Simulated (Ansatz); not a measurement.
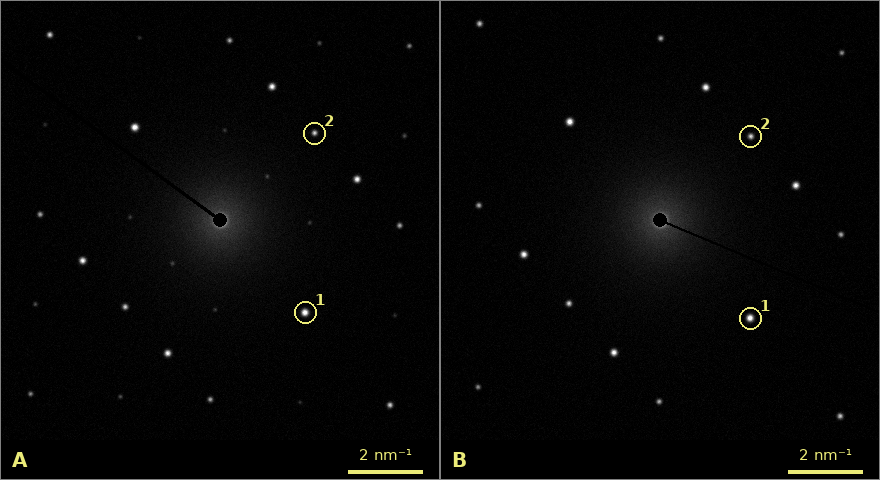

Kinematic electron diffraction patterns (200 kV, B = 0.5 Å², same scale) along [100] of the run's own cell, for the start and the end of one relaxation of YSb3 with Ansatz 0.2.0, DFT PBE, scalar-relativistic, plane waves, PAW. k mesh 6×6×8. The start is a generated model structure, and the relaxation ends in the nearest stationary point of its symmetry, not necessarily the ground state. Spot 1 is 0 0 -2 and spot 2 is 0 2 0 in both.

Start structure:

```
CELL_PARAMETERS angstrom
6.85374 0.00000 0.00000
-3.42687 5.93551 0.00000
0.00000 0.00000 5.50118
ATOMIC_POSITIONS crystal
Y 0.33333 0.66667 0.25000
Y 0.66667 0.33333 0.75000
Sb 0.83300 0.66600 0.25000
Sb 0.16700 0.83300 0.75000
Sb 0.33400 0.16700 0.25000
Sb 0.16700 0.33400 0.75000
Sb 0.83300 0.16700 0.25000
Sb 0.66600 0.83300 0.75000
```

Which pattern belongs to the start structure, and which to the relaxed one?

B is the start: its cell gives d(1) = 2.751 Å, d(2) = 2.968 Å and an angle of 90.0°. A is the relaxed structure, with d(1) = 2.915 Å (+6.0 %), d(2) = 2.851 Å (-3.9 %) and 90.0°.

What did the relaxation do to the structure and the energy?

The volume changed by -2.2 % to 27.35 Å³ an atom; with the mean shift removed, the atoms moved by up to 0.09 Å relative to the cell (Sb most); the space group stayed P6_3/mmc (No. 194); the free energy fell by 63 meV an atom. Relaxed cell: a = 6.583 Å, b = 6.583 Å, c = 5.830 Å, α = 90.00°, β = 90.00°, γ = 120.00°.
